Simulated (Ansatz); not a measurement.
## Lu (P6_3/mmc): the Drude term of Re ε in the infrared

Re ε of Lu (P6_3/mmc) along x at low photon energies is read from one computed spectrum; the carriers' damping was typed as γ = 0.05 eV. x, y and z are the Cartesian axes of the input cell.

Symmetry: P6_3/mmc, No. 194, hexagonal system. Conventional cell: a = 3.503 Å, b = 3.503 Å, c = 5.551 Å, α = 90.00°, β = 90.00°, γ = 120.00°. Around Lu on site c lie 12 Lu at 3.43 to 3.50 Å.

Method: Ansatz 0.2.0, PBE, independent particles, k-mesh 15×15×7 with interpolation inside its cells, Gaussian parameter 0.1 eV.

Launch of the response step: `ansatz run input.yaml --threads 4 --pin off --max-ram 8192MiB --backend cpu --events-out ev --progress --plain --runs-dir out`. The run took 2.7 min, on 4 threads of Intel(R) Xeon(R) Processor @ 2.50GHz (Skylake/Cascade Lake), with other jobs on the host.

```tsv
photon energy E (eV)	wavelength (µm)	Re ε
0.25	4.96	-139.9
0.30	4.13	-93.6
0.35	3.54	-65.4
0.40	3.10	-46.4
0.50	2.48	-24.1
0.60	2.07	?
0.70	1.77	-4.2
```

A Drude term over a constant background gives Re ε = ε_b − ωp²/(E² + γ²), linear in 1/(E² + γ²).

Working, on the rows shown:

| x = 1/(E² + γ²) (eV⁻²) | y = Re ε |
| --- | --- |
| 15.3846 | -139.9 |
| 10.8108 | -93.6 |
| 8 | -65.4 |
| 6.15385 | -46.4 |
| 3.9604 | -24.1 |
| 2.03046 | -4.2 |

Means: x̄ = 7.7234, ȳ = -62.267. Σ(x − x̄)(y − ȳ) = -1191, Σ(x − x̄)² = 117.3. Slope = -1191 / 117.3 = -10.15; intercept = ȳ − slope · x̄ = 16.159. The line misses the rows shown by at most 0.32.

Question: What does the fit predict for the withheld row, and how well does it do?

Answer: At x = 2.7586 the line gives y = -11.853. The run gave -12.8, so the interpolation is off by 0.95, 0.7 % of the range in the table.

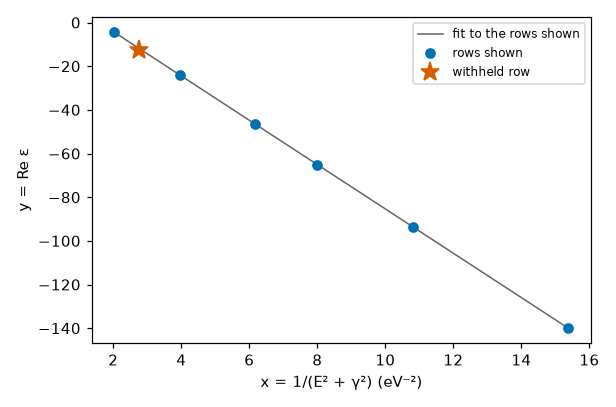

Refitted with all rows, the slope is -10.13 and the intercept 15.819. These give ωp = √(−slope) = 3.18 eV, against 3.34 eV from the program's Fermi-surface sum, and an intercept of 15.8. Taking the program's Drude term off the rows leaves 32 at the lowest energy and 18 at the highest, so the background isn't constant: interband transitions lie in or near the window, and neither fitted number can be trusted. The values come from a sum over the points of one k-mesh and carry its error, which is largest for Fermi-surface quantities. Spin-orbit coupling is left out.

[Logs are printed without paths, hosts, clocks, repeated set-up lines and the standing remarks that a program may print on its own settings, such as how far it seeks lower states.]
